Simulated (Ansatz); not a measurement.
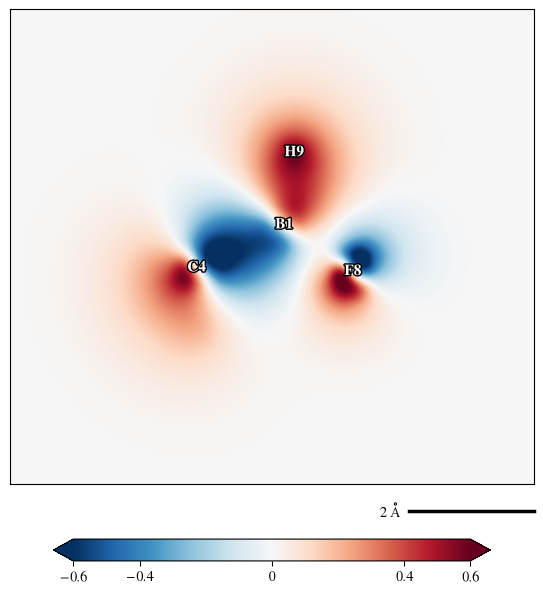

Figure 1: CH$_{4}$BF···H$_{2}$O. The HOMO on the plane of atoms C4, B1 and F8 (values in Å⁻³ᐟ²; the overall sign is arbitrary).

The calculation used RHF/6-31G* in Ansatz.

The calculation's input:

```
crystal:
  periodic: [false, false, false]
  atoms:
    - { symbol: B, position_ang: [0.043435, 0.507612, -0.411477] }
    - { symbol: O, position_ang: [0.002095, 0.084702, 2.162377] }
    - { symbol: H, position_ang: [-0.808822, -0.390581, 2.29339] }
    - { symbol: C, position_ang: [1.437376, 0.016892, -0.937485] }
    - { symbol: H, position_ang: [1.479411, -1.063416, -1.028501] }
    - { symbol: H, position_ang: [1.60661, 0.436492, -1.930677] }
    - { symbol: H, position_ang: [2.257424, 0.350755, -0.31114] }
    - { symbol: F, position_ang: [-1.051129, -0.200552, -0.641301] }
    - { symbol: H, position_ang: [-0.126959, 1.556993, 0.128373] }
    - { symbol: H, position_ang: [-0.265742, 0.981803, 1.906238] }
basis:
  gaussian: { orbitals: "6-31G*" }
hamiltonian:
  xc: hf
relax:
  f_tol: 0.03
  max_steps: 50
output:
  orbitals: {}
```

Run with:

```sh
ansatz run input.yaml --threads 1 --pin off --max-ram 2048MiB --backend cpu --events-out ev --progress --plain --runs-dir out
```

The fields are those of the run's last geometry, not of the input's.

> What is the character of this orbital?

It lies mainly on C4 (about 30 %), B1 (about 25 %), H9 (about 20 %) and F8 (about 10 %). Its energy is −12.05 eV.
